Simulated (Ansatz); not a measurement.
# CH4OSSi: the cost of one run

All numbers below are computed with Ansatz 0.2.0 (RKS BLYP/STO-3G).

### 1 The system as given

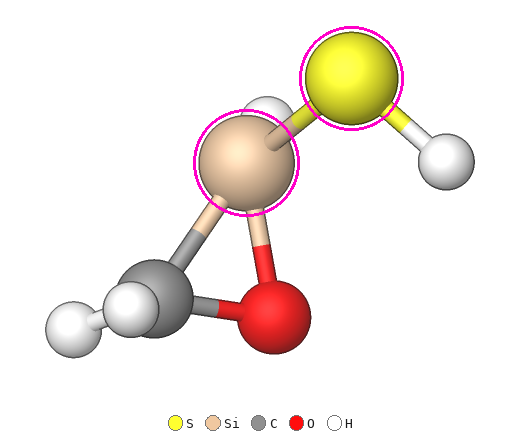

The starting structure, seen from a free direction (sulfur yellow, silicon light orange, carbon grey, oxygen red, hydrogen white). Ringed: S1, Si2.

Structure file:

```xyz
8

S    -1.8355    0.4858   -1.0354
Si    0.0883    0.7018   -0.3153
C     0.8872   -0.8681    0.1257
O     0.2111   -0.1543    1.0896
H    -2.4483    0.3045    0.1297
H     0.6136    2.0697    0.0036
H     0.5417   -1.7730   -0.2853
H     2.0340   -0.8235    0.2317
```

### 2 Relaxing end A

The input, input.yaml:

```yaml
crystal:
  periodic: [false, false, false]
  atoms:
    - { symbol: S, position_ang: [-1.8355, 0.4858, -1.0354] }
    - { symbol: Si, position_ang: [0.0883, 0.7018, -0.3153] }
    - { symbol: C, position_ang: [0.8872, -0.8681, 0.1257] }
    - { symbol: O, position_ang: [0.2111, -0.1543, 1.0896] }
    - { symbol: H, position_ang: [-2.4483, 0.3045, 0.1297] }
    - { symbol: H, position_ang: [0.6136, 2.0697, 0.0036] }
    - { symbol: H, position_ang: [0.5417, -1.773, -0.2853] }
    - { symbol: H, position_ang: [2.034, -0.8235, 0.2317] }
basis:
  gaussian: { orbitals: STO-3G }
hamiltonian:
  xc: blyp
relax:
  f_tol: 0.015
  max_steps: 40
```

Run with:

```sh
ansatz run input.yaml --threads 1 --pin off --max-ram 2048MiB --backend cpu --events-out ev --progress --plain --runs-dir out
```

What time and memory should one allow on 1 thread of AMD EPYC 7R43 (Zen 3), shared host?

About 31 s, with a peak of 0.15 GiB.
